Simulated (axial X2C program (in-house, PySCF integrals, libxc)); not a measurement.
**Relativistic diatomic calculation, with input and output: SbN⁻**

SbN⁻, single determinant with Ω = 1/2. The distance is the PBE0 minimum at charge −1. Computed at this level: expectation values, HF and Kohn-Sham, two-component X2C with atomic mean-field Coulomb and Gaunt terms, Sb dyall-acv3z, N dyall-av3z (cores contracted) (axial X2C program (in-house, PySCF integrals, libxc)).

### Key numbers

- outcome: converged; the levels of theory disagree widely; a filled level lies above zero
- hardware: 1 thread of Arm Neoverse V1, 112 GiB of memory available, shared host
- wall time: 5.4 s
- peak memory: 0.39 GiB

### Notes

The highest filled level (PBE0, up to 0.70 eV) lies above zero. That is common for anions, where the functional's self-interaction leaves the outer electrons unbound; only the finite basis holds them, so such levels depend on it.

### The input
```
{"zs": [51, 7], "q": -1, "bas": ["dyall-acv3z", "dyall-av3z"], "r0": 1.93, "levels": ["PBE0", "HF", "LDA", "B3LYP", "TPSSh"], "nst": 3}
```

The line is the task of a batch: nuclear charges, charge, bases, the levels to run, a first guess of the distance and further settings. This report covers the levels named above. The log is that of the reference distance.

The run was one of a batch that the task file lists, launched with:
```bash
python <driver script> task.json out
```

### The program's output
```
two-component X2C + atomic mean field  PBE0
basis functions 197  fitting functions 1002  grid points 5077
iter        total energy     max residual
   1      -6528.434538553     3.35e+00
   2      -6532.329820854     1.06e-01
   3      -6529.820463325     3.74e-01
   4      -6532.361366944     1.15e-01
   5      -6532.467356065     7.78e-03
   6      -6532.469786896     7.40e-03
   7      -6532.470095221     8.72e-03
   8      -6532.470564007     3.28e-03
   9      -6532.470670390     1.51e-03
  10      -6532.470720979     6.72e-04
  11      -6532.470762297     3.95e-04
  12      -6532.470774428     3.55e-05
  13      -6532.470774537     1.95e-05
  14      -6532.470774546     5.64e-06
  15      -6532.470774547     1.68e-06
converged
one-electron -9179.47942461  Coulomb 2729.80340692  exact exchange -43.97078427  xc functional -134.68549462  nuclear repulsion 99.63937990  atomic mean-field constant -3.77785788
```

### Expectation values by level of theory

```tsv
quantity	PBE0	HF	LDA	B3LYP	TPSSh
effective field for an electron dipole moment (GV/cm)	0.968	3.35	0.803	0.933	0.705
field gradient at the first nucleus (a.u.)	−2.05	−0.130	−2.29	−1.98	−1.88
field gradient at the second nucleus (a.u.)	−0.444	−0.755	−0.335	−0.453	−0.441
A∥/gI, first nucleus (MHz)	1330	1270	1340	1290	1310
A∥/gI, second nucleus (MHz)	235	5.67	284	241	250
```

Each column comes from one determinant, in a basis with contracted cores. The levels disagree widely: the effective field runs from 0.705 to 3.35 GV/cm, A∥/gI at the second nucleus runs from 5.67 to 284 MHz, the field gradient at the first nucleus runs from −2.29 to −0.130 a.u. and the field gradient at the second nucleus runs from −0.755 to −0.335 a.u. They may not all have settled in the same state, and these values aren't reliable properties of the molecule.

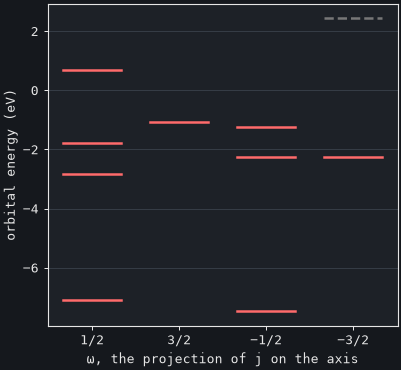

Orbital energies (PBE0) near the frontier at 1.90 Å, filled (solid) and empty (dashed). The highest filled spinor (1/2; 59 % Sb p, 20 % N p) lies at 0.70 eV, the lowest empty one (−3/2; 66 % Sb p, 16 % N p) at 2.44 eV. A filled level above zero is held only by the finite basis .
